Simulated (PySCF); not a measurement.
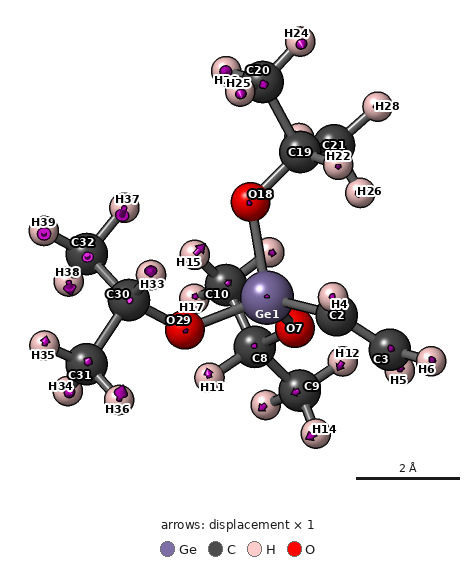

This is a relaxation of C$_{11}$H$_{24}$GeO$_{3}$. The starting structure is drawn; purple arrows show the displacements, at their true length. The two geometries are superimposed by the best rigid fit.

The picture is a ball-and-stick view, seen at a tilt.

The start comes from GFN2-xTB. Its atoms were then displaced at random by about 0.03 Å.

Computed with PBE0-D3(BJ)/def2-SVP geometry optimisation, gas phase in PySCF 2.14.0, density-fitted response routines. 

Question: Atoms of which element are displaced furthest, and by how much?

Answer: Hydrogen: up to 0.56 Å, against 0.31 Å for carbon.

Question: What did the optimiser do to the structure, and how much energy did it gain?

Answer: After 9 geometry steps the energy has fallen by 1.898 eV. The largest move after the best rigid fit is that of an H atom, 0.56 Å. By element the largest moves are H 0.56 Å, C 0.31 Å, O 0.11 Å, Ge 0.08 Å. Near-neighbour distances that change, for instance: Ge–O 1.902 → 1.777 Å, C–H 0.997 → 1.096 Å, C–H 1.189 → 1.099 Å, C–C 1.604 → 1.516 Å. Bond angles that change, for instance: C–C–H 102.9° → 111.0°, H–C–H 116.0° → 108.1°, H–C–H 116.3° → 108.7°. The run took 26 min on 2 threads of Intel(R) Xeon(R) Processor @ 2.50GHz, with other jobs on the host.
